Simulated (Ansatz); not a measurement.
# CH5Al (SMILES [CH3][AlH2]): BHLYP/STO-3G

What is the electronic atomisation energy of CH5Al at BHLYP/STO-3G? 

The calculation is run with Ansatz 0.2.0.

43 further runs of the same task are left out: 1 that didn't finish, 42 set aside as unsound or not needed.

## Step 1: The system as given

The species is CH5Al (7 atoms), meant as a singlet with charge 0. SMILES: `[CH3][AlH2]`. Geometry: relaxed at PBE0-D4/def2-TZVP.

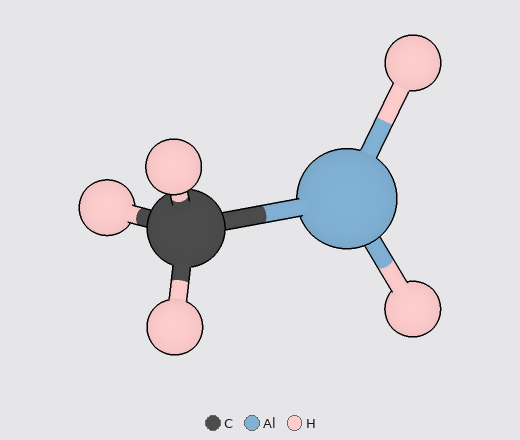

The structure, seen from a chosen angle (carbon dark grey, aluminium light blue, hydrogen pink).

## Step 2: The energy at BHLYP/STO-3G

Contents of in.yaml:

```yaml
crystal:
  periodic: [false, false, false]
  atoms:
    - {symbol: C, position_ang: [-0.448500, -0.695600, -0.355500]}
    - {symbol: Al, position_ang: [0.562900, 0.778300, 0.424700]}
    - {symbol: H, position_ang: [-1.063100, -1.219600, 0.380800]}
    - {symbol: H, position_ang: [-1.134400, -0.306400, -1.118200]}
    - {symbol: H, position_ang: [0.193400, -1.425500, -0.855600]}
    - {symbol: H, position_ang: [0.016000, 1.549300, 1.703400]}
    - {symbol: H, position_ang: [1.934800, 1.251600, -0.225400]}
basis:
  gaussian:
    orbitals: STO-3G
hamiltonian:
  xc: {name: BHLYP}
accuracy: high
```

Run with:

```bash
$ ansatz run in.yaml --threads 1 --pin off --max-ram 2610MiB --events-out events.jsonl --progress --plain --runs-dir runs
```

What it wrote:

```text
Warning: RAYON_NUM_THREADS=1 ignored (pool sized by the plan → 1); use --threads N
Functional definition: BHLYP
  name "BHLYP"
  parameter a = 0.5
  exchange = (1 - a)*b88_x + a*exact_x
  correlation = lyp_c
335 factors; integrals over basis functions are off by at most 2.0e-8 eV
mean field evaluation 1: about -7621.3289 eV, gradient 1.5e1 eV
mean field evaluation 2: about -7622.0334 eV, gradient 5.8e0 eV
mean field evaluation 4: about -7622.1378 eV, gradient 2.5e-1 eV
mean field evaluation 8: about -7622.1092 eV, gradient 6.0e-5 eV
mean field -7622.10916019 eV, -280.1073451859 hartree, gradient 2.0e-8 eV, S^2 0.000000; 0 other end points of the search recorded, 0 dependent functions left out
reference -7622.10918051 eV, -280.1073459327 hartree; 12, 12 occupied and 7, 7 virtual orbitals, 335 factors
Total energy: -7622.10918051 eV, -280.1073459327 hartree
```

Wall time 1.2 s (1 thread of Arm Neoverse V1, shared host); peak memory 0.098 GiB.

## Step 3: The Al atom at the same level

Contents of run.yaml:

```yaml
crystal:
  periodic: [false, false, false]
  atoms:
    - {symbol: Al, position_ang: [0.000000, 0.000000, 0.000000]}
basis:
  gaussian: {orbitals: STO-3G}
magnetization: {spin_polarized: true, initial_magnetization: 1}
hamiltonian: {xc: {name: BHLYP}}
accuracy: high
```

Run the same way, it converges to -239.33024 Eh (log not shown).

## Step 4: The C atom at the same level

Contents of run.yaml:

```yaml
crystal:
  periodic: [false, false, false]
  atoms:
    - symbol: C
      position_ang: [0.000000, 0.000000, 0.000000]
basis:
  gaussian:
    orbitals: STO-3G
magnetization:
  spin_polarized: true
  initial_magnetization: 2
hamiltonian:
  xc: {name: BHLYP}
accuracy: high
```

Run the same way, it converges to -37.34735 Eh (log not shown).

## Step 5: The H atom

Contents of run.yaml:

```yaml
crystal:
  periodic: [false, false, false]
  atoms:
    - {symbol: H, position_ang: [0.000000, 0.000000, 0.000000]}
basis:
  gaussian: {orbitals: STO-3G}
magnetization: {spin_polarized: true, initial_magnetization: 1}
accuracy: high
hamiltonian: {xc: {name: BHLYP}}
```

Run the same way, it converges to -0.46466 Eh (log not shown).

## Step 6: What came out

At BHLYP/STO-3G:

```
                     quantity          value
       molecule: total energy  -280.10735 Eh
        Al atom: total energy  -239.33024 Eh
                Al atom: ⟨S²⟩          0.750
         C atom: total energy   -37.34735 Eh
                 C atom: ⟨S²⟩          2.000
         H atom: total energy    -0.46466 Eh
                 H atom: ⟨S²⟩          0.750
electronic atomisation energy      30.108 eV
```

In words: Taking the molecule apart into free atoms costs 30.11 eV (694 kcal/mol), before zero-point energy and without spin-orbit coupling. In a minimal basis such a difference can be off by several eV, whatever the method.
